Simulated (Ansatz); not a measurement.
# AlH5N2O (built from SMILES [NH2][Al]([NH2])[OH]): a reaction path by the nudged elastic band

Aim: the minimum-energy path between two given structures and its highest point. Both ends were relaxed at PBE0-D4 in triple zeta.

Program: Ansatz 0.2.0, Gaussian basis. Level of theory: PBE0-D4/def2-SVP. These are calculated values, not measurements.

16 further runs of the same task are left out: 16 set aside as unsound or not needed.

**1. Where the work starts**

The first end: 9 atoms, charge 0, spin multiplicity 1.

Atoms are counted from 1 here; the program's logs count them from 0.

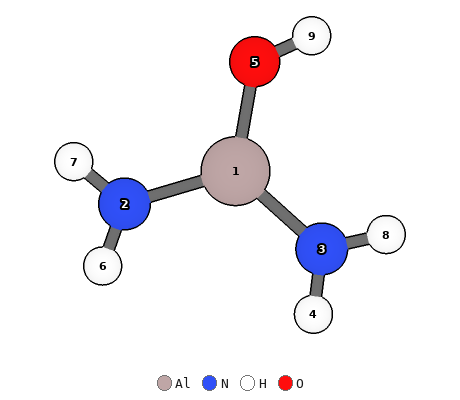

As it starts; aluminium light grey, nitrogen blue, hydrogen white, oxygen red; atoms are numbered from 1 in the order of the file.

Coordinates:

```
Al   -0.0557    0.1647   -0.2031
N     1.4296    0.8002    0.5022
N    -0.8424   -1.2757    0.4552
H    -0.5079   -1.8039    1.2436
O    -0.6825    1.0061   -1.5378
H     1.9212    0.4147    1.2897
H     1.9040    1.6171    0.1560
H    -1.6877   -1.6884    0.0990
H    -1.4784    0.7652   -2.0048
```

The second end:

```xyz
9

Al   -0.5364   -0.1265   -0.4066
N     1.0629    0.3500    0.6765
N    -1.0937   -1.3577    0.5979
H     0.8845   -0.3529    1.3988
O    -0.4112    0.9765   -1.7041
H     1.9688    0.1854    0.2526
H     1.0758    1.2745    1.0920
H    -1.9031   -1.9531    0.5094
H    -1.0476    1.0038   -2.4165
```

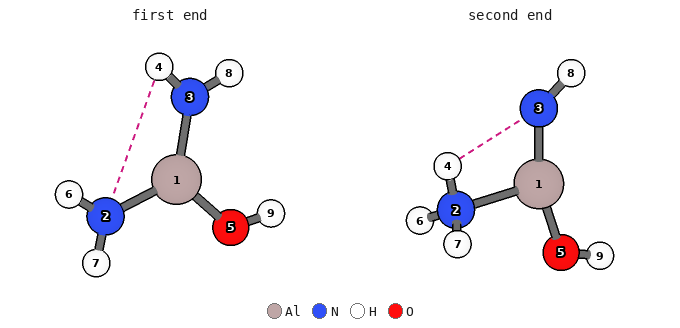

The two ends; dashed lines mark the contacts followed along the path.

**2. The band at PBE0-D4/def2-SVP**

neb/in.yaml reads:

```yaml
crystal:
  periodic: [false, false, false]
  atoms:
    - {symbol: Al, position_ang: [-0.055748, 0.164684, -0.203052]}
    - {symbol: N, position_ang: [1.429600, 0.800237, 0.502176]}
    - {symbol: N, position_ang: [-0.842446, -1.275725, 0.455172]}
    - {symbol: H, position_ang: [-0.507928, -1.803919, 1.243650]}
    - {symbol: O, position_ang: [-0.682546, 1.006139, -1.537752]}
    - {symbol: H, position_ang: [1.921165, 0.414671, 1.289672]}
    - {symbol: H, position_ang: [1.903986, 1.617107, 0.155992]}
    - {symbol: H, position_ang: [-1.687743, -1.688376, 0.098973]}
    - {symbol: H, position_ang: [-1.478441, 0.765182, -2.004831]}
basis:
  gaussian: {orbitals: def2-SVP}
hamiltonian: {xc: pbe0, dispersion: d4}
neb:
  images: 5
  climbing: true
  max_iterations: 40
  initial_path: idpp
  final_atoms:
    - {symbol: Al, position_ang: [-0.536415, -0.126474, -0.406553]}
    - {symbol: N, position_ang: [1.062874, 0.349991, 0.676543]}
    - {symbol: N, position_ang: [-1.093748, -1.357702, 0.597921]}
    - {symbol: H, position_ang: [0.884544, -0.352906, 1.398784]}
    - {symbol: O, position_ang: [-0.411203, 0.976456, -1.704131]}
    - {symbol: H, position_ang: [1.968818, 0.185409, 0.252561]}
    - {symbol: H, position_ang: [1.075789, 1.274544, 1.092015]}
    - {symbol: H, position_ang: [-1.903113, -1.953085, 0.509374]}
    - {symbol: H, position_ang: [-1.047645, 1.003765, -2.416515]}
```

On the command line:

```
ansatz run in.yaml --threads 4 --pin off --events-out ev --progress --plain --max-ram 9574MiB
```

Standard output:

```text
Functional definition: PBE0
  name "PBE0"
  cite "Adamo & Barone, J. Chem. Phys. 110, 6158 (1999) doi:10.1063/1.478522"
  cite "Perdew, Burke & Ernzerhof, Phys. Rev. Lett. 77, 3865 (1996) doi:10.1103/PhysRevLett.77.3865"
  parent pbe
  parameter a = 0.25
  parameter kappa = 0.804
  parameter beta = 0.06672455060314922
  exchange = (1 - a)*pbe_x(kappa = kappa, mu = beta*pi^2/3) + a*exact_x
  correlation = pbe_c(beta = beta)
894 factors; integrals over basis functions are off by at most 2.7e-4 eV
mean field evaluation 1: about -11679.4907 eV, gradient 8.7e1 eV
mean field evaluation 2: about -11666.3437 eV, gradient 1.2e2 eV
mean field evaluation 4: about -11693.9698 eV, gradient 4.8e0 eV
mean field evaluation 8: about -11694.0307 eV, gradient 6.3e-2 eV
mean field -11694.03069361 eV, -429.7477014915 hartree, gradient 1.1e-5 eV, S^2 0.000000; 0 other end points of the search recorded, 0 dependent functions left out
the calculation of the forces begins
reference -11694.03072177 eV, -429.7477025262 hartree; 20, 20 occupied and 65, 65 virtual orbitals, 894 factors
[... from here to the last solve, the lines of the solves are left out (125 solves) ...]
WARN: NEB end point (image 0): max|allowed force component| = 2.622e-1 eV/Å (the criterion of neb.relax_end_points is 1.000e-2). That is over neb.f_tol: it is no minimum, so the barrier can be far off. Relax it first
WARN: NEB end point (image 6): max|allowed force component| = 2.830e-1 eV/Å (the criterion of neb.relax_end_points is 1.000e-2). That is over neb.f_tol: it is no minimum, so the barrier can be far off. Relax it first
NEB iter   1: max|band force component| = 3.851e0 eV/Å  barrier→ = 4.6105 eV  barrier← = 2.3606 eV  Δτ_max = 0.2000 Å  (184 SCF iters)
NEB iter   2: max|band force component| = 3.589e0 eV/Å  barrier→ = 3.4769 eV  barrier← = 1.2270 eV  Δτ_max = 0.2000 Å  (145 SCF iters)
NEB iter   3: max|band force component| = 1.120e1 eV/Å  barrier→ = 2.6543 eV  barrier← = 0.4044 eV  Δτ_max = 0.1012 Å  (147 SCF iters)
NEB iter   4: max|band force component| = 1.515e0 eV/Å  barrier→ = 2.3759 eV  barrier← = 0.1260 eV  Δτ_max = 0.1567 Å  (144 SCF iters)
NEB iter   5: max|band force component| = 1.433e0 eV/Å  barrier→ = 2.3082 eV  barrier← = 0.0583 eV  Δτ_max = 0.1280 Å  (141 SCF iters)
NEB iter   6: max|band force component| = 1.990e0 eV/Å  barrier→ = 2.3004 eV  barrier← = 0.0505 eV  Δτ_max = 0.0673 Å  (140 SCF iters)
NEB iter   7: max|band force component| = 3.686e-1 eV/Å  barrier→ = 2.2949 eV  barrier← = 0.0449 eV  CI = image 5  Δτ_max = 0.0463 Å  (143 SCF iters)
NEB iter   8: max|band force component| = 1.522e-1 eV/Å  barrier→ = 2.3052 eV  barrier← = 0.0553 eV  CI = image 5  Δτ_max = 0.0415 Å  (145 SCF iters)
NEB iter   9: max|band force component| = 1.965e-1 eV/Å  barrier→ = 2.3150 eV  barrier← = 0.0651 eV  CI = image 5  Δτ_max = 0.0209 Å  (140 SCF iters)
NEB iter  10: max|band force component| = 1.196e-1 eV/Å  barrier→ = 2.3191 eV  barrier← = 0.0692 eV  CI = image 5  Δτ_max = 0.0381 Å  (137 SCF iters)
NEB iter  11: max|band force component| = 1.358e-1 eV/Å  barrier→ = 2.3243 eV  barrier← = 0.0744 eV  CI = image 5  Δτ_max = 0.0248 Å  (138 SCF iters)
NEB iter  12: max|band force component| = 1.241e-1 eV/Å  barrier→ = 2.3289 eV  barrier← = 0.0790 eV  CI = image 5  Δτ_max = 0.0417 Å  (138 SCF iters)
NEB iter  13: max|band force component| = 2.232e-1 eV/Å  barrier→ = 2.3378 eV  barrier← = 0.0879 eV  CI = image 5  Δτ_max = 0.0208 Å  (134 SCF iters)
NEB iter  14: max|band force component| = 2.160e-1 eV/Å  barrier→ = 2.3407 eV  barrier← = 0.0908 eV  CI = image 5  Δτ_max = 0.0207 Å  (139 SCF iters)
NEB iter  15: max|band force component| = 1.324e-1 eV/Å  barrier→ = 2.3410 eV  barrier← = 0.0911 eV  CI = image 5  Δτ_max = 0.0285 Å  (142 SCF iters)
NEB iter  16: max|band force component| = 6.541e-2 eV/Å  barrier→ = 2.3396 eV  barrier← = 0.0897 eV  CI = image 5  Δτ_max = 0.0412 Å  (144 SCF iters)
NEB iter  17: max|band force component| = 8.178e-2 eV/Å  barrier→ = 2.3393 eV  barrier← = 0.0894 eV  CI = image 5  Δτ_max = 0.0207 Å  (139 SCF iters)
895 factors; integrals over basis functions are off by at most 1.0e-3 eV
mean field -11691.74766783 eV, -429.6638018414 hartree, gradient 1.6e-6 eV, S^2 0.000000; 0 other end points of the search recorded, 0 dependent functions left out
the calculation of the forces begins
reference -11691.74769579 eV, -429.6638028690 hartree; 20, 20 occupied and 65, 65 virtual orbitals, 895 factors
NEB iter  18: max|band force component| = 3.611e-2 eV/Å  barrier→ = 2.3393 eV  barrier← = 0.0894 eV  CI = image 5  CI's point: of a kind that is not told: the force calls were inconclusive, a negative curvature could not be distinguished from the path's own, the only one lies far off the path, or fixed occupations may fill a level only in part  Δτ_max = 0.0000 Å  (903 SCF iters)
Total energy: -11691.80996515 eV, -429.6660912258 hartree
Atom 0 at    -0.241041     0.016343    -0.619832 Å, force    -0.000465     0.001793    -0.003539 eV/Å
Atom 1 at     0.886842     0.229789     0.955272 Å, force    -0.001408    -0.001754    -0.000148 eV/Å
Atom 2 at    -1.315516    -0.749960     0.454498 Å, force     0.000964    -0.000255     0.000935 eV/Å
Atom 3 at    -0.102562    -0.327893     1.269670 Å, force     0.001658    -0.000212     0.002253 eV/Å
Atom 4 at     0.350688     0.631886    -2.092633 Å, force    -0.000428    -0.001392     0.000883 eV/Å
Atom 5 at     1.736591    -0.316862     1.080019 Å, force    -0.000200     0.000011     0.000130 eV/Å
Atom 6 at     1.018835     1.137036     1.397883 Å, force    -0.000702     0.000642     0.000078 eV/Å
Atom 7 at    -2.218636    -1.203449     0.483516 Å, force     0.000058     0.000373     0.000125 eV/Å
Atom 8 at    -0.115302     0.583109    -2.928393 Å, force     0.000523     0.000794    -0.000716 eV/Å
Dipole moment:     0.369826     0.184882    -0.012840 e Å
```

Wall time 55 s (4 threads of AMD EPYC 9R45, shared host).

The last band:

```tsv
image	path (Å)	energy (kJ/mol)	N2–H4 (Å)	Al1–N2 (Å)	N3–H4 (Å)
0	0.00	0.0	3.33	1.76	1.01
1	0.70	4.2	3.24	1.77	1.01
2	1.40	17.5	3.03	1.78	1.01
3	2.11	36.9	2.64	1.78	1.02
4	2.81	92.3	1.97	1.81	1.05
5	3.51	225.7	1.18	1.95	1.52
6	4.44	217.1	1.02	1.99	2.36
```

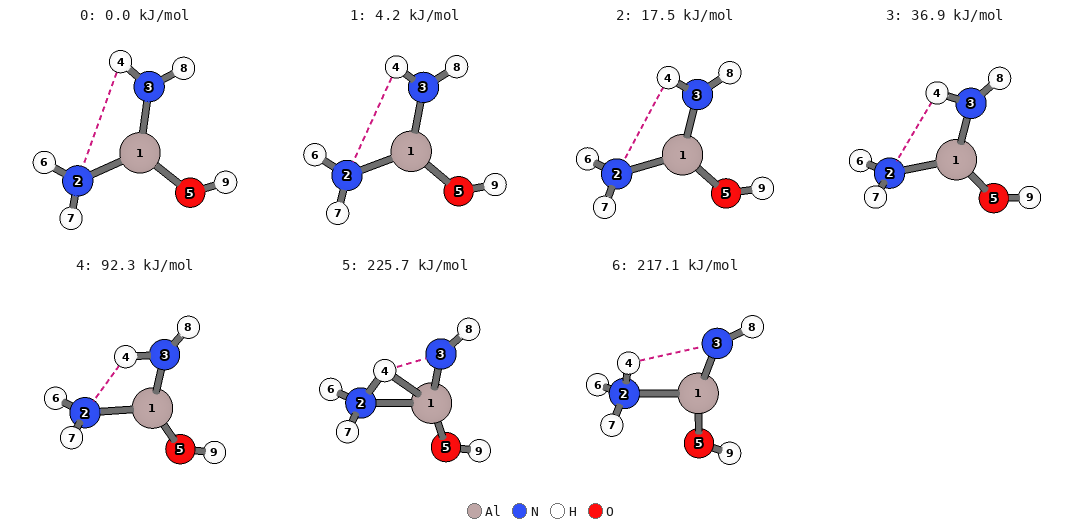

The images of the last band.

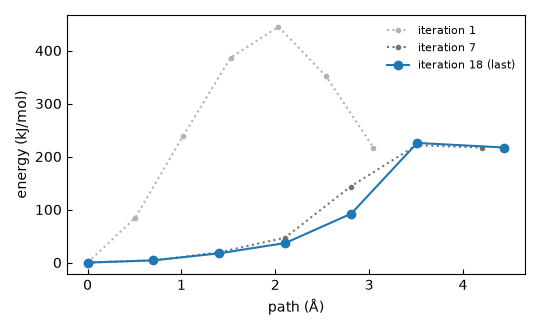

Energy along the path.

The highest image, 5:

```xyz
9

Al   -0.24104    0.01634   -0.61983
N     0.88684    0.22979    0.95527
N    -1.31552   -0.74996    0.45450
H    -0.10256   -0.32789    1.26967
O     0.35069    0.63189   -2.09263
H     1.73659   -0.31686    1.08002
H     1.01883    1.13704    1.39788
H    -2.21864   -1.20345    0.48352
H    -0.11530    0.58311   -2.92839
```

**3. Outcome**

| quantity | value |
| --- | --- |
| PBE0-D4/def2-SVP, 18 iterations | highest 225.7 kJ/mol (image 5), last end +217.1 kJ/mol |
| from earlier runs: barrier over the separately found saddle, CCSD(T)/def2-TZVPP | 246.3 kJ/mol |

The highest image lies 225.7 kJ/mol above the first end, and it climbed, so it estimates the saddle. The ends are not quite minima at this level (largest force component 0.28 eV/Å), so the heights are unreliable: relaxing the first end would lower it and raise the barrier above it. The highest image is 20.6 kJ/mol below the CCSD(T) barrier in triple zeta, which comes from separate runs on the saddle.
